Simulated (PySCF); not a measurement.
**C$_{5}$H$_{6}$O, SMILES `CC1=C(C=O)C1`: what the electrons do**

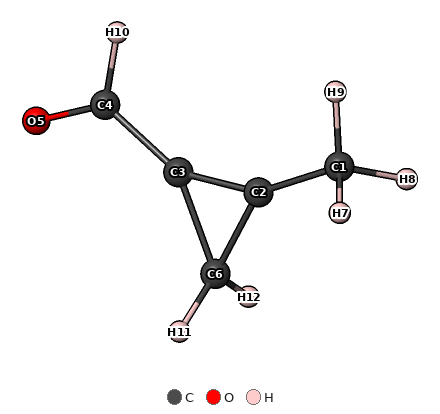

The molecule, with its atoms numbered as below. No frequency check shows the geometry to be a minimum.

Geometry (Å), atoms numbered from 1:

```
C1       2.3502    0.6875    0.0003
C2       1.0772   -0.0245    0.0000
C3      -0.2386   -0.0641    0.0000
C4      -1.4959    0.6158   -0.0003
O5      -2.5860    0.0956    0.0003
C6       0.4760   -1.3943   -0.0001
H7       2.9302    0.4002    0.8779
H8       2.9299    0.4005   -0.8786
H9       2.2016    1.7656    0.0004
H10     -1.3867    1.7216   -0.0015
H11      0.4998   -1.9877    0.9062
H12      0.4995   -1.9873   -0.9070
```

## 1. Removing or adding an electron

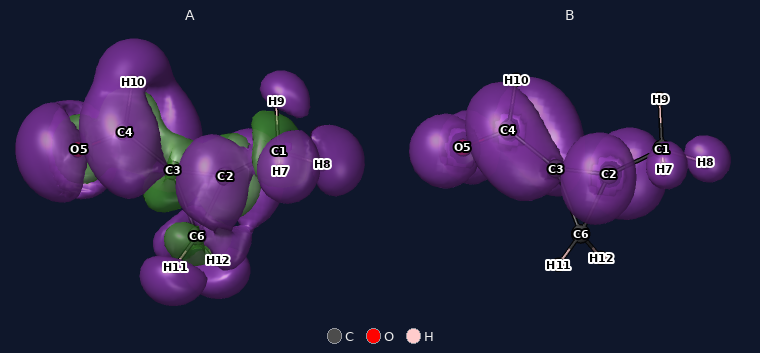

The Fukui function f⁺ from two separate SCF calculations and the density of the LUMO, at ±0.01 e/Å³ (purple positive, green negative).

Method: B3LYP/6-311+G**; geometry: GFN2-xTB; program: PySCF.

Q: Which panel is which, and how good is the frozen-orbital picture?

A: A is f⁺ (it has negative regions), B the LUMO density. The LUMO lies on C2 and C4 (24 % each), O5 (23 %) and C3 (13 %); f⁺ (Hirshfeld-condensed) is largest on O5 (0.19), C4 (0.18) and C2 (0.14); the vertical electron affinity is 0.09 eV (the stability of the anion's solution wasn't checked; the anion's highest orbital has positive energy, so this value and f⁺ depend on the basis). Relaxation shifts 25 % of the electron between atoms. The orbital energy is −2.19 eV.

## 2. Localised orbitals

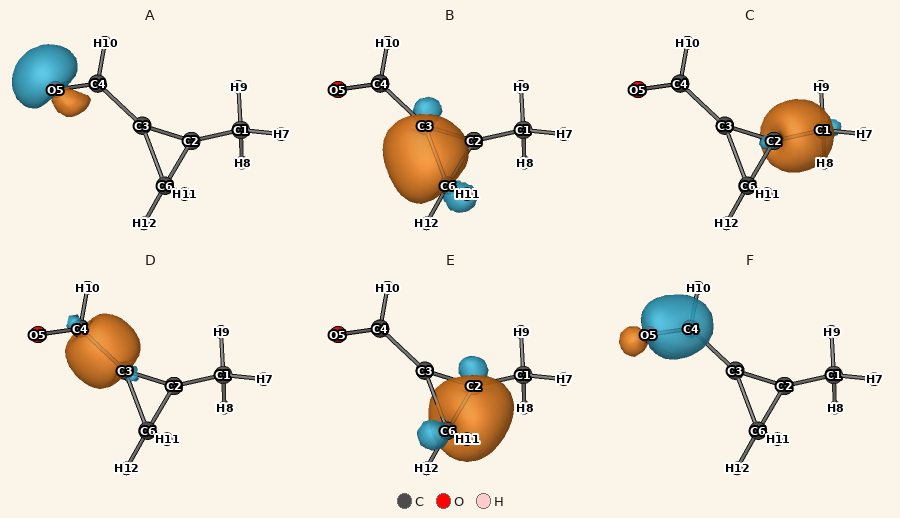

Localised orbitals, occupied; each surface holds about 80 % of the orbital's density. Energies are diagonal elements of the Fock matrix.

PySCF calculation, HF/def2-SVP, gas phase; geometry: GFN2-xTB.

Q: What does each orbital represent in a Lewis picture?

A: By panel:
- A: lone pair on O5 (sp2-type) (O5 97 %; −18.7 eV)
- B: bent (banana) bond C6–C3 (C6 49 %, C3 48 %; −18.4 eV)
- C: σ bond C2–C1 (C2 52 %, C1 48 %; −21.6 eV)
- D: σ bond C3–C4 (C3 51 %, C4 48 %; −22.4 eV)
- E: bent (banana) bond C2–C6 (C2 49 %, C6 48 %; −18.9 eV)
- F: bent (banana) bond O5–C4 (O5 63 %, C4 36 %; −23.0 eV)

Q: Which localisation scheme gives orbitals like these: Pipek–Mezey, IBO or Foster–Boys?

A: Foster–Boys: it mixes σ and π into equivalent bent bonds, while the other two keep them apart.

Q: How do all the valence pairs divide up?

A: 16 pairs: 8 σ bonds, 6 bent bonds and 2 lone pairs.

## 3. Magnetic shielding

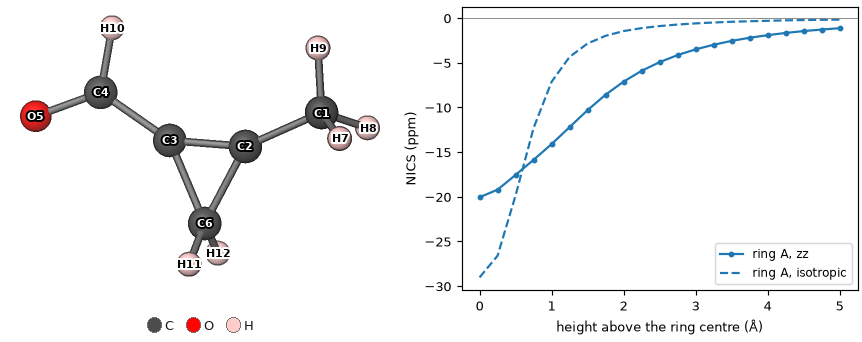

GIAO NICS scans along the ring normals; ring A: 3-membered ring C2/C3/C6.

Level of theory: BP86/6-31+G* (PySCF), at a geometry from GFN2-xTB.

Q: What does each scan say about the ring current?

A: Ring A is shielded above its centre; in a three-membered ring σ bonds weigh heavily, so the values alone don't measure π aromaticity: NICSzz reaches −20.1 ppm at 0.00 Å; NICS(0) = −29.0, NICS(1) = −7.1, NICS(1)zz = −14.1 ppm.

Q: What absolute proton shieldings does the same calculation give?

A: From 21.3 ppm (H10) to 31.0 ppm (H11 and H12).
